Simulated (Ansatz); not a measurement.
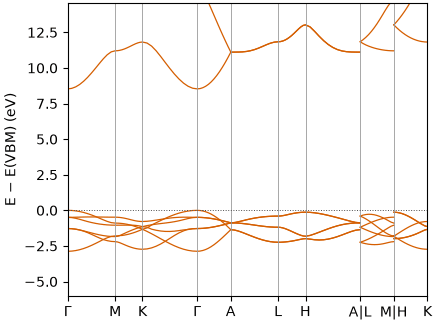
Figure: Band structure from r²SCAN (plane waves, PAW; program Ansatz)

**Question.** Read off the gap and where the band edges lie.

**Answer.** About 8.5 eV (8.53 eV by a search for the band edges); maximum at Γ, minimum at Γ.

The material is LiF in space group P6_3/mmc (No. 194; Li on 2d, F on 2c).

The start of the workflow was typed in or built on a structure type; neither database checked (COD, Materials Project) lists it. It is not the phase usual at ambient conditions (space group No. 225). The r²SCAN relaxation kept the symmetry of its start; whether a distortion lowers the energy is not shown.

Potentials: the later of the program's two PAW sets.
